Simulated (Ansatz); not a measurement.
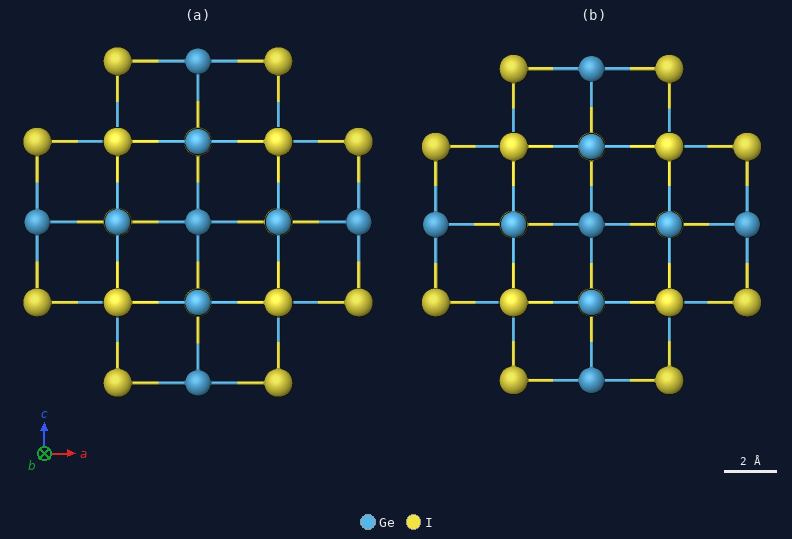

The structure of a crystal of Ge$_{5}$I$_{3}$ (a generated structure, set up in Pm-3m) (coarse preliminary run) before (left) and after (right) a relaxation, at one scale.

A ball-and-stick model of the cell of the calculation, seen along the b axis.

Theory: Ansatz, DFT PBE, scalar-relativistic, plane waves, PAW. Set-up: plane-wave cutoff 420 eV; k-point mesh 4 × 4 × 4; occupations gaussian; smearing width 0.1 eV; no spin polarisation; cell and atoms relaxed; force threshold 0.04 eV/Å; at most 70 steps.

**Summarise the run.**

No atom moves by more than 0.005 Å relative to the cell. The drawn cell changes as follows: a = b = c 6.282 → 6.087 Å (−3.1 %); the volume changes by −9.1 %. Among the contacts that change: Ge–I 3.141 → 3.043 Å. The space group stays Pm-3m (No. 221). After 1 accepted move (2 points after the start) the energy has fallen by 25.6 meV per atom. All forces vanish by symmetry, so only the cell relaxes. The pressure goes from −2.75 to 0.09 GPa. At 1 point the geometry stayed and the basis and grid were re-selected for the new cell (energy shift of 0.4 meV per atom at most each time). Cost: 45 s on 1 thread of Arm Neoverse V2, with other jobs on the host, peak memory 0.55 GiB.
